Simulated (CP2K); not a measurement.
# CH5FOSn (SMILES C[O][SnH2][F]) at GFN2-xTB

Aim: the vertical ionisation energy of CH5FOSn at GFN2-xTB, from 2 runs. 

The calculation is run with CP2K 2026.2.

7 further runs of the same task are left out: 3 that didn't finish, 4 set aside as unsound or not needed.

**1. The structure to begin with**

CH5FOSn has 9 atoms, charge 0, and is taken as a singlet. SMILES: `C[O][SnH2][F]`. Geometry: relaxed at PBE0-D4/def2-TZVP. This is one conformer, not always the lowest.

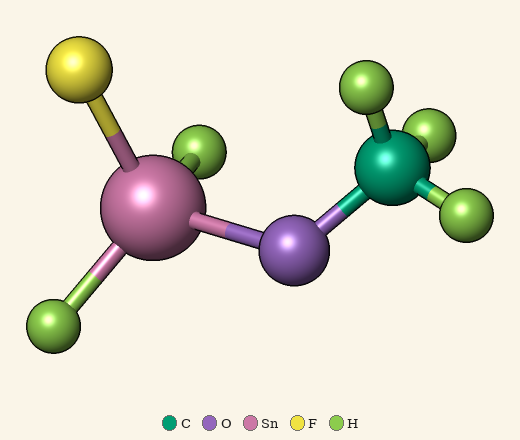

Viewed from a chosen angle; carbon teal, oxygen purple, tin pink, fluorine yellow, hydrogen green.

**2. The energy at GFN2-xTB**

Input file mol.inp:

```
&global
  project_name mol
  run_type ENERGY
  print_level MEDIUM
&end global
&force_eval
  method Quickstep
  &dft
    &qs
      method XTB
      eps_default 1.0E-10
      &xtb
        gfn_type TBLITE
        &tblite
          method GFN2
        &end tblite
        check_atomic_charges F
      &end xtb
    &end qs
    &poisson
      periodic NONE
      poisson_solver ANALYTIC
    &end poisson
    &scf
      scf_guess ATOMIC
      eps_scf 1.0E-06
      max_scf 150
      added_mos 8
      &diagonalization
        algorithm STANDARD
      &end diagonalization
      &mixing
        method DIRECT_P_MIXING
        alpha 0.4
      &end mixing
      &smear ON
        method FERMI_DIRAC
        electronic_temperature [K] 300
      &end smear
    &end scf
    &print
      &moments
        periodic F
        reference COM
        max_moment 1
      &end moments
      &mo ON
        energies T
        occupation_numbers T
        ndigits 6
        &each
          qs_scf 0
        &end each
        add_last NUMERIC
      &end mo
      &hirshfeld OFF
      &end hirshfeld
    &end print
  &end dft
  &subsys
    &cell
      abc 13.2 14.8 12.5
      periodic NONE
    &end cell
    &coord
      C      0.518500     1.372900     0.070100
      O      0.868000     0.081800    -0.373800
      Sn    -0.399500    -1.388400    -0.243800
      F     -0.697400    -1.629400     1.640500
      H      1.313300     2.060500    -0.231100
      H     -0.420600     1.731700    -0.373400
      H      0.422100     1.418200     1.160900
      H     -1.916000    -0.924300    -0.859900
      H      0.399900    -2.769100    -0.806400
    &end coord
    &topology
      &center_coordinates
      &end center_coordinates
    &end topology
  &end subsys
&end force_eval
```

Started as:

```
$ OMP_NUM_THREADS=1 cp2k.psmp -i mol.inp > mol.out 2>&1
```

The program printed:

```text
CP2K| version string:                                       CP2K version 2026.2
[...]
 GLOBAL| Method name                                                        CP2K
[...]
 GLOBAL| Run type                                                         ENERGY
[...]
                             - Atoms:                                          9
[...]
                             - Spherical basis functions:                     26
[...]
 Number of electrons:                                                         26
[...]
  *** SCF run converged in    28 steps ***
[...]
  Fermi energy:                                                -0.29436465394280
[...]
 TB_DIPOLE| Moment [Debye]         -1.03327957      -0.01817681      -2.38565093
 TB_DIPOLE| Derivative [a.u.]       0.00000000       0.00000000       0.00000000
[...]
 ENERGY| Total FORCE_EVAL ( QS ) energy [hartree]            -15.580090164356987
[...]
```

It took 0.26 s on 1 thread of Arm Neoverse V2, shared host.

**3. The doublet cation, same level**

Input file mol.inp:

```
&global
  project mol
  run_type ENERGY
  print_level MEDIUM
&end

&force_eval
  method Quickstep
  &dft
    charge 1
    multiplicity 2
    uks T
    &qs
      method XTB
      eps_default 1.0E-10
      &xtb
        gfn_type TBLITE
        &tblite
          method GFN2
        &end
        check_atomic_charges F
      &end
    &end
    &poisson
      periodic NONE
      poisson_solver ANALYTIC
    &end
    &scf
      scf_guess ATOMIC
      eps_scf 1.0E-06
      max_scf 150
      added_mos 8
      &diagonalization
        algorithm STANDARD
      &end
      &mixing
        method DIRECT_P_MIXING
        alpha 0.4
      &end
      &smear ON
        method FERMI_DIRAC
        electronic_temperature [K] 300
        fixed_magnetic_moment 1.0
      &end
    &end
    &print
      &moments
        periodic F
        reference COM
        max_moment 1
      &end
      &mo ON
        energies T
        occupation_numbers T
        ndigits 6
        &each
          qs_scf 0
        &end
        add_last NUMERIC
      &end
      &hirshfeld OFF
      &end
    &end
  &end
  &subsys
    &cell
      abc [angstrom] 13.2 14.8 12.5
      periodic NONE
    &end
    &coord
      C      0.518500     1.372900     0.070100
      O      0.868000     0.081800    -0.373800
      Sn    -0.399500    -1.388400    -0.243800
      F     -0.697400    -1.629400     1.640500
      H      1.313300     2.060500    -0.231100
      H     -0.420600     1.731700    -0.373400
      H      0.422100     1.418200     1.160900
      H     -1.916000    -0.924300    -0.859900
      H      0.399900    -2.769100    -0.806400
    &end
    &topology
      &center_coordinates
      &end
    &end
  &end
&end
```

Started as:

```
$ OMP_NUM_THREADS=1 cp2k.psmp -i mol.inp > mol.out 2>&1
```

The program printed:

```text
CP2K| version string:                                       CP2K version 2026.2
[...]
 GLOBAL| Method name                                                        CP2K
[...]
 GLOBAL| Run type                                                         ENERGY
[...]
                             - Atoms:                                          9
[...]
                             - Spherical basis functions:                     26
[...]
 Number of electrons:                                                         13
[...]
  *** SCF run converged in    71 steps ***
[...]
  Fermi energy:                                                -0.57682689458783
[...]
 TB_DIPOLE| Moment [Debye]          0.02199384       4.65300456      -2.43040794
 TB_DIPOLE| Derivative [a.u.]       0.00000000       0.00000000       0.00000000
[...]
 ENERGY| Total FORCE_EVAL ( QS ) energy [hartree]            -15.036770618261272
[...]
```

Wall time 0.38 s (1 thread of Arm Neoverse V2, shared host).

**4. Results**

At GFN2-xTB:

```
                                                  quantity          value
                             singlet CH5FOSn: total energy   -15.58009 Eh
singlet CH5FOSn: dipole moment (from atomic charges alone)         2.60 D
                              singlet CH5FOSn: HOMO energy      -11.70 eV
                              singlet CH5FOSn: LUMO energy       -7.11 eV
                            singlet CH5FOSn: HOMO–LUMO gap        4.59 eV
                        singlet CH5FOSn: dispersion energy  -10.87 kJ/mol
                              doublet cation: total energy   -15.03677 Eh
        doublet cation: HOMO energy (highest over α and β)      -17.77 eV
         doublet cation: LUMO energy (lowest over α and β)      -17.72 eV
                         doublet cation: dispersion energy   -8.57 kJ/mol
        vertical ionisation energy (to the doublet cation)      14.784 eV
```

**Reading.** The vertical ionisation energy comes to 14.78 eV (1426 kJ/mol). xTB total energies overstate such differences by several eV unless an empirical shift is taken off; none is applied here. The dipole (singlet CH5FOSn) comes from point charges on the atoms alone, without atomic dipoles, so it is partial.
